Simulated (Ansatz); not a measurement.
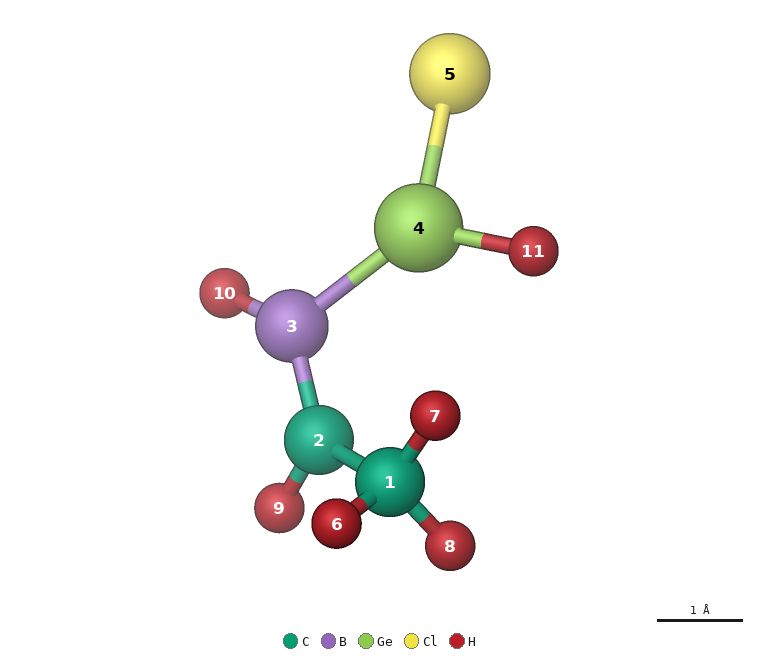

Orthographic view. Depth is shown by fading: the farther an atom, the more it takes the colour of the background. The computed structure is the end point of a PBE0-D4/def2-TZVP optimisation. No frequency run is at hand to confirm it as a minimum.

Write a Z-matrix (Å, degrees) in the order of the atom numbers, with these reference atoms: 2 to 1; 3 to 2, 1; 4 to 3, 2, 1; 5 to 4, 3, 2; 6 to 1, 2, 3; 7 to 1, 6, 2; 8 to 1, 7, 6; 9 to 2, 3, 4; 10 to 3, 2, 9; 11 to 4, 3, 10.

```
C  
C    1   1.487
B    2   1.457   1   131.3
Ge   3   1.958   2   108.5   1    29.9
Cl   4   2.146   3   122.1   2   155.6
H    1   1.097   2   109.3   3   112.5
H    1   1.093   6   106.4   2   123.0
H    1   1.095   7   109.1   6  -113.9
H    2   1.094   3   116.2   4  -151.8
H    3   1.191   2   130.4   9     8.4
H    4   1.542   3   132.3  10  -162.0
```
